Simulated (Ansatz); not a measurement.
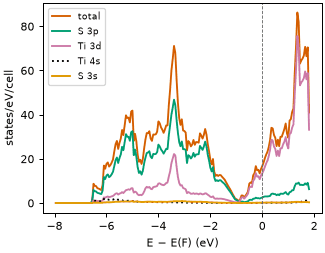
Figure. Total and projected density of states of Ti₇S₁₂ in space group P-1 (No. 2; Pearson symbol aP38), r²SCAN (plane waves, PAW; program Ansatz)

Q: Which orbitals carry the states next to the Fermi level?

A: Within 0.5 eV of the Fermi level: Ti 3d 82 %, S 3p 14 %. Projections are on Löwdin-orthogonalised atomic valence shells; empty p or d shells of many metals are not among them.

Q: Where is the tallest occupied peak in this window, and what makes it?

A: Near -3.4 eV, about 71 states/eV per cell; the largest projected share is S 3p.

The workflow started from a Materials Project entry (that database holds measured and hypothetical structures alike); the Crystallography Open Database copy checked does not list it. Whether it is the stable phase at ambient conditions was not checked. The r²SCAN relaxation kept the symmetry of its start; its stability against distortions is not shown here. The run is not spin-polarised.

Potentials: the later of the program's two PAW sets.
